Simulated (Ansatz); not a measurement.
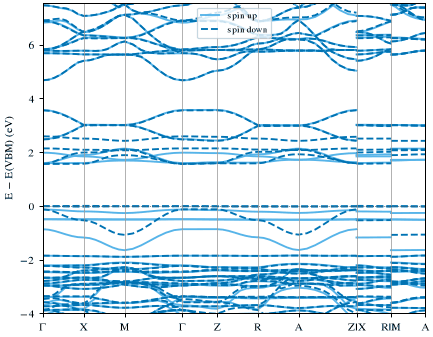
Figure: Band structure from DFT-PBE+D3(BJ) in the program Ansatz with PAW potentials

Question: Read off the gap and where the band edges lie.

Answer: About 1.6 eV (1.56 eV by a search for the band edges); maximum at X, minimum on the Γ–X line, 8 % of the way from Γ.

The material is C9H8CoF6N4O2Si in space group P4/mmm (No. 123; Pearson symbol tP31).

A made-up cell: these elements were put on the sites of a structure type; neither database checked (COD, Materials Project) lists it. Its standing as an ambient phase is unchecked. The PBE+D3(BJ) relaxation kept the symmetry of its start; whether a distortion lowers the energy is not shown. Magnetic state: ferromagnetic, the only order run, not a proven ground state. The cell computed holds one magnetic atom, so no antiferromagnetic order was within reach. No Hubbard U is applied.

Potentials: the later of the program's two PAW sets.
